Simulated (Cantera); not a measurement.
Input: 1 mol SiH4, 1.7 mol N2, a varied amount of H2, held at 1425 K and 6.80 Pa.

Cantera equilibrium calculation (NASA polynomials, part measured and part estimated; ideal gas, pure solids and liquids). Candidate condensed phases: Si, Si3N4; 18 gas species. N2 is the only nitrogen source here; it is nearly inert below about 1500 K, so the nitride shown seldom forms there in practice. Mutual solubility and eutectic melting of coexisting phases are not modelled. Rates play no part.

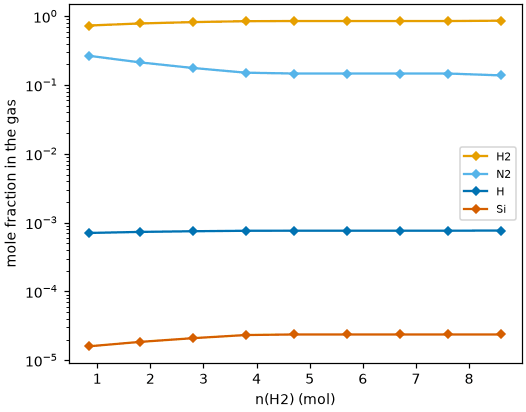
Figure: Equilibrium gas composition (values under 1e-9 drawn at 1e-9)

Q: Read off the mole fractions at 6.7 mol H2.

A: H2 about 0.85, N2 about 0.15, H about 0.00076, Si about 2.4e-5.
